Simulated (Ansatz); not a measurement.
H₄O₂Sn···NH₃

```yaml
atoms:
  - { symbol: Sn, position_ang: [-0.2032, -0.3691, 0.1767] }
  - { symbol: H, position_ang: [-0.3532, -0.5048, 1.8648] }
  - { symbol: O, position_ang: [1.7582, -0.3551, -0.2238] }
  - { symbol: H, position_ang: [1.9624, -0.6122, -1.1338] }
  - { symbol: O, position_ang: [-1.0248, 1.3857, -0.3259] }
  - { symbol: H, position_ang: [-1.2770, 1.4347, -1.2586] }
  - { symbol: H, position_ang: [-0.9270, -1.5873, -0.8068] }
  - { symbol: N, position_ang: [1.4969, 2.4013, 1.2284] }
  - { symbol: H, position_ang: [2.0168, 1.6604, 0.7544] }
  - { symbol: H, position_ang: [0.6276, 2.5307, 0.7074] }
  - { symbol: H, position_ang: [1.2479, 2.0546, 2.1547] }
```

Core potentials replace the inner electrons of Sn.

Theory: RKS B3LYP-D4/def2-SVP in Ansatz.

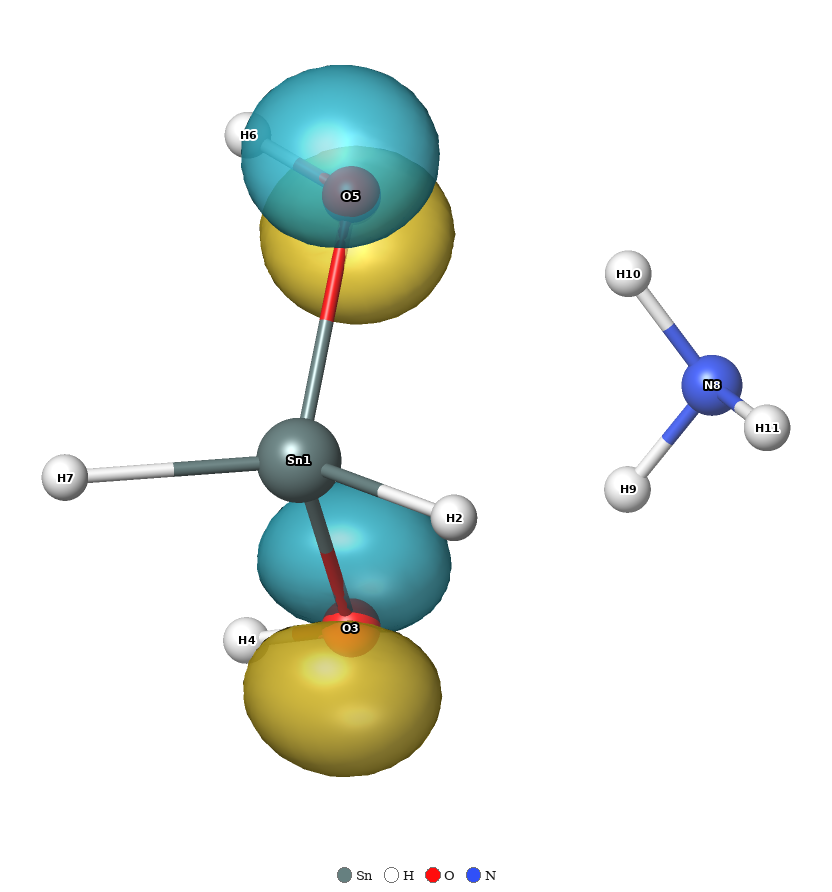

Figure 1. The HOMO−1 at ±0.2 Å⁻³ᐟ² (yellow and cyan are the two phases), seen at a tilt.

> Describe this orbital and give its energy.

By Hirshfeld shares it lies mainly on O3 (about 45 %) and O5 (about 45 %); largely a combination of lone pairs on O3 and O5. Its energy is −8.17 eV.

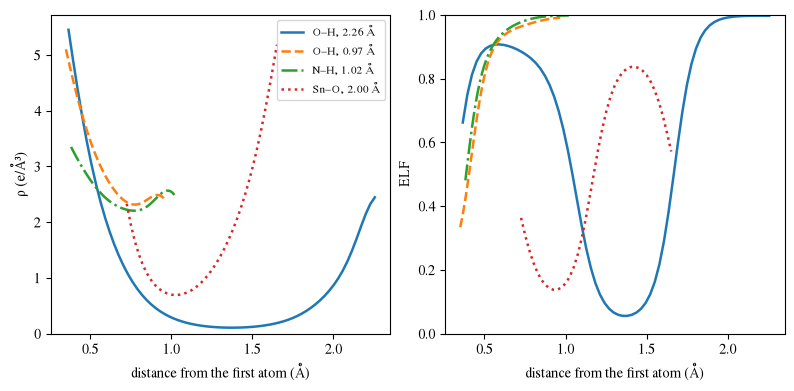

Figure 2. Electron density and ELF along straight lines between neighbouring atoms. The curves leave out the atomic cores.

> Compare the contacts.

O3···H9 (2.26 Å): the density falls to about 0.11 e/Å³ on the way; the ELF dips to about 0.05 between them; a closed-shell contact with the geometry of a hydrogen bond.
O–H (0.97 Å): ρ at the midpoint is about 3.6 e/Å³; the ELF climbs to about 1 towards the hydrogen, as it does in any bond to H (a covalent bond by its length).
N–H (1.02 Å): ρ is about 2.7 e/Å³ halfway; the ELF climbs to about 1 towards the hydrogen; a covalent bond by its length.
Sn–O (2.00 Å): ρ at the midpoint is about 0.7 e/Å³; the ELF peaks at about 0.85 in the valence shell of O, 0.6 Å from its nucleus, and drops to about 0.15 between the two atoms.

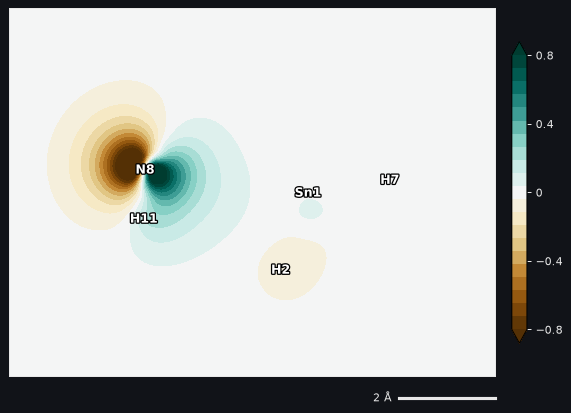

Figure 3. The HOMO on the plane of atoms H2, Sn1 and H7 (values in Å⁻³ᐟ²; the overall sign is arbitrary).

> Where does this orbital lie, and at what energy?

Its weight (Hirshfeld) is mainly on N8 (about 80 %); largely a lone pair of N8. Its energy is −6.32 eV.
